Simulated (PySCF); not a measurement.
# B2N2H8: geometry, NMR shifts, spin-spin couplings, electronic excitations and core binding energies, part 2 of 2

PySCF 2.14.0. Atoms count from 0. Earlier steps stand in the parts before.

### 5 Excited states and response: wB97X-D/def2-SVPD

What the job is given:

```
{"job": {"kind": "uv", "xc": "wB97X-D", "basis": "def2-SVPD", "ip": true}, "charge": 0, "multiplicity": 1}
B      0.385019     0.816201    -0.640172
N      1.077814    -0.251553     0.325311
B     -0.384976    -0.813826     0.634604
N     -1.076757     0.247394    -0.338802
H      0.521536     1.954497    -0.228027
H      0.706019     0.652770    -1.804001
H      1.703280    -0.906640    -0.134776
H      1.565981     0.142479     1.124315
H     -0.526752    -1.956442     0.236388
H     -0.702091    -0.635331     1.797251
H     -1.558311    -0.151766    -1.139331
H     -1.708351     0.900827     0.115190
```

Level: TDDFT wB97X-D/def2-SVPD, vertical, gas phase, core orbitals frozen in the response.

Standard output:

```text
coarse grid: 9256 points
cycle   1  E = -163.9050349517  dE =  3.604e-01  |g| = 3.039e-01  |ddm| = 4.143e+00
cycle   2  E = -163.9279477761  dE = -2.291e-02  |g| = 1.896e-01  |ddm| = 1.157e+00
cycle   3  E = -163.9352722220  dE = -7.324e-03  |g| = 5.057e-02  |ddm| = 2.740e-01
cycle   4  E = -163.9359023771  dE = -6.302e-04  |g| = 1.173e-02  |ddm| = 8.911e-02
cycle   5  E = -163.9359378907  dE = -3.551e-05  |g| = 2.624e-03  |ddm| = 2.848e-02
cycle   6  E = -163.9359405351  dE = -2.644e-06  |g| = 3.006e-04  |ddm| = 9.048e-03
final grid: 87376 points
cycle   7  E = -163.9496070980  dE = -6.957e-05  |g| = 8.222e-03  |ddm| = 2.686e-01
cycle   8  E = -163.9496089614  dE = -1.863e-06  |g| = 7.875e-03  |ddm| = 4.796e-02
cycle   9  E = -163.9496214586  dE = -1.250e-05  |g| = 3.815e-04  |ddm| = 8.867e-03
cycle  10  E = -163.9496215130  dE = -5.442e-08  |g| = 1.827e-04  |ddm| = 5.898e-03
cycle  11  E = -163.9496215238  dE = -1.081e-08  |g| = 2.411e-05  |ddm| = 1.291e-03
cycle  12  E = -163.9496215242  dE = -4.321e-10  |g| = 4.968e-06  |ddm| = 2.515e-04
converged SCF energy = -163.9496215242

Static polarisability (au): isotropic 48.570, principal 46.642 47.208 51.860

Singlet excitations
state   eV       nm        f      main configurations
  1   7.6311    162.5   0.00030   H->L 0.94
  2   7.6617    161.8   0.07913   H-1->L 0.91
  3   7.9533    155.9   0.00000   H->L+1 0.95
  4   7.9881    155.2   0.00001   H-2->L 0.80, H-1->L+2 0.11
  5   8.1472    152.2   0.00000   H-1->L+1 0.93
  6   8.5393    145.2   0.00000   H-2->L+1 0.88
  7   8.7134    142.3   0.00001   H->L+3 0.82
  8   8.8272    140.5   0.00000   H->L+2 0.88
  9   8.9835    138.0   0.00000   H-1->L+2 0.69, H-2->L+4 0.16, H->L+3 0.09
 10   9.0390    137.2   0.00008   H-1->L+3 0.90

Triplet excitations (Tamm-Dancoff, eV): 7.3684 7.5896 7.7941 7.9158
Vertical ionisation energy (delta-SCF) = 10.3276 eV
```

It took 33 s on 1 thread of Intel Xeon 6975P-C, shared host; peak memory 0.6 GiB.

The orbitals next to the gap, with their largest atomic shares:

| orbital | eV | atoms |
| --- | --- | --- |
| HOMO−3 | -12.86 | N3 31 %, N1 31 %, B2 13 % |
| HOMO−2 | -10.50 | B2 23 %, B0 23 %, H9 12 % |
| HOMO−1 | -10.09 | B0 18 %, B2 18 %, H4 11 % |
| HOMO | -9.97 | N1 19 %, N3 19 %, B0 16 % |
| LUMO | 1.76 | B2 30 %, B0 30 %, H10 6 % |
| LUMO+1 | 2.42 | H7 11 %, H11 11 %, H6 11 % |
| LUMO+2 | 2.61 | B0 33 %, B2 33 %, H8 5 % |

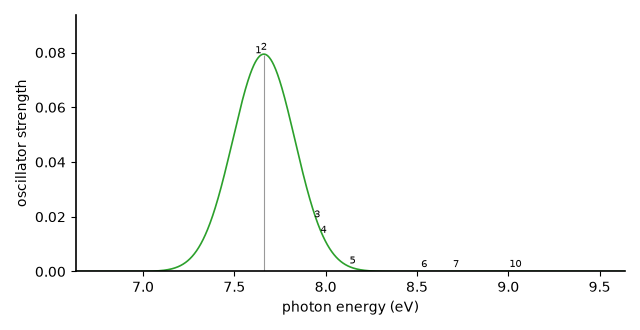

Absorption spectrum from the 10 singlet states computed; above the last one it falls off for lack of states. Lines are broadened to a width of 0.40 eV (Gaussian).

Further results of this job:

| property | computed |
| --- | --- |
| dipole moment (D) | 0.03 |
| polarisability (Å³) | 7.20 |
| HOMO–LUMO gap (eV) | 11.74 |
| −ε(HOMO) (eV) | 9.97 |

### 6 NMR shieldings: CAM-B3LYP/pcSseg-2

Settings changed since step 5:

```diff
@@ -1,2 +1,2 @@
-{"job": {"kind": "uv", "xc": "wB97X-D", "basis": "def2-SVPD", "ip": true}, "charge": 0, "multiplicity": 1}
+{"job": {"kind": "nmr", "xc": "CAM-B3LYP", "basis": "pcSseg-2", "pop": false}, "charge": 0, "multiplicity": 1}
 B      0.385019     0.816201    -0.640172
```

Level: GIAO CAM-B3LYP/pcSseg-2 NMR shielding, non-relativistic, gas phase.

Standard output:

```text
coarse grid: 9256 points
cycle   1  E = -164.0407030054  dE =  3.407e-01  |g| = 3.485e-01  |ddm| = 2.062e+00
cycle   2  E = -164.0600805596  dE = -1.938e-02  |g| = 2.756e-01  |ddm| = 5.185e-01
cycle   3  E = -164.0757835339  dE = -1.570e-02  |g| = 5.675e-02  |ddm| = 1.980e-01
cycle   4  E = -164.0764667849  dE = -6.833e-04  |g| = 1.645e-02  |ddm| = 3.630e-02
cycle   5  E = -164.0765268695  dE = -6.008e-05  |g| = 3.069e-03  |ddm| = 1.642e-02
cycle   6  E = -164.0765297696  dE = -2.900e-06  |g| = 2.755e-04  |ddm| = 3.680e-03
final grid: 87376 points
cycle   7  E = -164.0846830079  dE = -7.377e-05  |g| = 5.173e-03  |ddm| = 3.294e-02
cycle   8  E = -164.0846820118  dE =  9.961e-07  |g| = 5.689e-03  |ddm| = 5.204e-03
cycle   9  E = -164.0846881842  dE = -6.172e-06  |g| = 1.693e-04  |ddm| = 2.578e-03
cycle  10  E = -164.0846881929  dE = -8.755e-09  |g| = 2.314e-05  |ddm| = 3.374e-04
cycle  11  E = -164.0846881932  dE = -2.319e-10  |g| = 9.850e-06  |ddm| = 6.126e-05
converged SCF energy = -164.0846881932

GIAO shielding tensors (ppm)
atom      isotropic    diamagn.    paramagn.     s11        s22        s33       span
  0 B      109.595     183.015     -73.419     94.246    108.410    126.131     31.885
  1 N      241.429     312.658     -71.229    232.374    235.070    256.843     24.469
  2 B      109.589     183.025     -73.435     94.243    108.398    126.127     31.884
  3 N      241.422     312.652     -71.230    232.355    235.078    256.834     24.480
  4 H       27.984      28.890      -0.906     24.846     28.370     30.735      5.889
  5 H       27.989      28.881      -0.892     24.846     28.363     30.756      5.910
  6 H       29.648      30.767      -1.119     23.610     26.057     39.278     15.668
  7 H       29.653      30.767      -1.114     23.584     26.077     39.297     15.713
  8 H       27.988      28.890      -0.901     24.846     28.363     30.756      5.910
  9 H       27.984      28.897      -0.914     24.846     28.370     30.735      5.888
 10 H       29.650      30.762      -1.112     23.611     26.058     39.280     15.669
 11 H       29.651      30.764      -1.113     23.583     26.076     39.295     15.713
```

Wall time 23 s (1 thread of Intel Xeon 6975P-C, shared host); peak memory 1.1 GiB.

This run: δ B0 -11.7, N1 20.4, H4 3.35, H6 1.69 ppm (means over like atoms).

### 7 X-ray photoelectron lines: SCAN, X2C

Settings changed since step 6:

```diff
@@ -1,2 +1,2 @@
-{"job": {"kind": "nmr", "xc": "CAM-B3LYP", "basis": "pcSseg-2", "pop": false}, "charge": 0, "multiplicity": 1}
+{"job": {"kind": "xps"}, "charge": 0, "multiplicity": 1}
 B      0.385019     0.816201    -0.640172
```

With the program's defaults for keys left out, this is: delta-SCF UKS SCAN, pcX-2 on the ionised atom, pcseg-1 elsewhere, spin-free X2C.

Standard output:

```text
ground state, core basis on atom 0 (B), 127 functions
  cycle   1  E = -164.00880827  |g| = 4.44e-01
  cycle   2  E = -163.98269978  |g| = 5.77e-01
  cycle   3  E = -164.06487825  |g| = 7.35e-02
  cycle   4  E = -164.06618560  |g| = 2.34e-02
  cycle   5  E = -164.06631581  |g| = 5.51e-03
  cycle   6  E = -164.06632427  |g| = 4.94e-04
  E(ground) = -164.07598816 Eh
hole in B 1s of atom 0
  cycle   1  E = -156.48316646  |g| = 1.17e+00
  cycle   2  E = -155.97351739  |g| = 1.45e+00
  cycle   3  E = -156.85092569  |g| = 2.89e-01
  cycle   4  E = -156.87963302  |g| = 1.63e-01
  cycle   5  E = -156.89080293  |g| = 2.82e-02
  cycle   6  E = -156.89110550  |g| = 6.25e-03
  cycle   7  E = -156.89113018  |g| = 2.58e-03
  cycle   8  E = -156.89113469  |g| = 1.37e-03
  cycle   9  E = -156.89113616  |g| = 7.46e-04
  cycle  10  E = -156.89113625  |g| = 4.07e-04
  E(ion) = -156.90131551 Eh   <S^2> = 0.7719   hole on atom = 1.000   binding energy = 195.233 eV
ground state, core basis on atom 1 (N), 127 functions
  cycle   1  E = -164.08616702  |g| = 7.20e-02
  cycle   2  E = -164.08617026  |g| = 8.22e-03
  cycle   3  E = -164.08616078  |g| = 1.07e-02
  cycle   4  E = -164.08618656  |g| = 1.44e-03
  cycle   5  E = -164.08618685  |g| = 1.12e-04
  E(ground) = -164.09194758 Eh
hole in N 1s of atom 1
  cycle   1  E = -148.47920454  |g| = 1.86e+00
  cycle   2  E = -147.90942706  |g| = 2.03e+00
  cycle   3  E = -149.12614189  |g| = 3.60e-01
  cycle   4  E = -149.16445213  |g| = 8.89e-02
  cycle   5  E = -149.16695538  |g| = 4.75e-02
  cycle   6  E = -149.16791540  |g| = 9.31e-03
  cycle   7  E = -149.16795259  |g| = 3.23e-03
  cycle   8  E = -149.16795832  |g| = 9.13e-04
  cycle   9  E = -149.16795929  |g| = 2.14e-04
  E(ion) = -149.17348560 Eh   <S^2> = 0.7650   hole on atom = 1.000   binding energy = 405.952 eV
```

Run time: 6.7 s. Hardware: 1 thread of Intel Xeon 6975P-C, shared host; peak memory 0.43 GiB.

The holes in one table. −ε is the ground-state orbital energy:

| hole | stands for | environment | ΔSCF (eV) | −ε (eV) | ⟨S²⟩ |
| --- | --- | --- | --- | --- | --- |
| B1s on B0 | B0, B2 | boron bonded to 2 N, 2 H, in a 4-membered ring | 195.23 | 179.4 | 0.772 |
| N1s on N1 | N1, N3 | donor nitrogen of a Lewis adduct | 405.95 | 386.5 | 0.765 |

Each hole run stands for the others of its class of like atoms.

### 8 Side by side: NMR shifts

Shifts (ppm), means over like atoms, with basis size and wall time:

| run | H4 | H6 | B0 | N1 | functions | time |
| --- | --- | --- | --- | --- | --- | --- |
| PBE0/pcSseg-1 | 3.51 | 1.58 | -12.2 | 24.1 | 108 | 4.9 s |
| CAM-B3LYP/pcSseg-2 | 3.35 | 1.69 | -11.7 | 20.4 | 256 | 23 s |

### 9 Outcome

This closing draws on all 2 parts.

```
                                                                    quantity                        value
                                                                 point group                          D2h
                                        rotational constants (main isotopes)        10.91, 8.92, 5.68 GHz
      1H shifts against TMS (PBE0/pcSseg-1, means over atoms taken as alike)               3.51, 1.58 ppm
11B shifts against BF3·OEt2 (PBE0/pcSseg-1, means over atoms taken as alike)                    -12.2 ppm
     15N shifts against NH3 (PBE0/pcSseg-1, means over atoms taken as alike)                     24.1 ppm
                                 largest coupling of the table (B3LYP/pcJ-1)      1J(B,H) B0–H4, 120.7 Hz
                                          lowest singlet (wB97X-D/def2-SVPD)  7.63 eV (162 nm), f = 0.000
                                    brightest single state of those computed  state 2, 7.66 eV, f = 0.079
                                                              lowest triplet                      7.37 eV
                                           vertical ionisation energy (ΔSCF)                     10.33 eV
                                            B1s binding energies, SCAN/pcX-2                 B0 195.23 eV
                                            N1s binding energies, SCAN/pcX-2                 N1 405.95 eV
                                                    range of the shift of N1             20.4 to 24.1 ppm
```

What this shows: Over 2 steps the energy fell by 0.054 eV; of the close pairs, B0–H5 changed most, 1.188 to 1.218 Å. At PBE0/pcSseg-1: The widest tensor belongs to B0, B2: span 32 ppm, with a paramagnetic part of -76 ppm. Of the pairs tabulated at B3LYP/pcJ-1, B0–H4 (mean over like pairs) couples most strongly (120.7 Hz; Fermi contact 120.5 Hz). Couplings across rotatable bonds belong to this one conformer; where others are populated, the observed values are averages. The first singlet state (HOMO→LUMO 0.94) lies at 7.63 eV and is dark; of the 10 states computed, the strongest absorption comes from state 2 at 7.66 eV. The lowest triplet lies 0.26 eV below the lowest singlet (triplets in Tamm-Dancoff, singlets in full TDDFT). The orbital energy would give 9.97 eV for ionisation, ΔSCF gives 10.33 eV. In ppm, N1 (with its like atoms) moves most: its shift spreads over 3.7 ppm, from 20.4 (CAM-B3LYP/pcSseg-2) to 24.1 (PBE0/pcSseg-1). Most of that comes from the computed reference, not from the atom's own shielding.
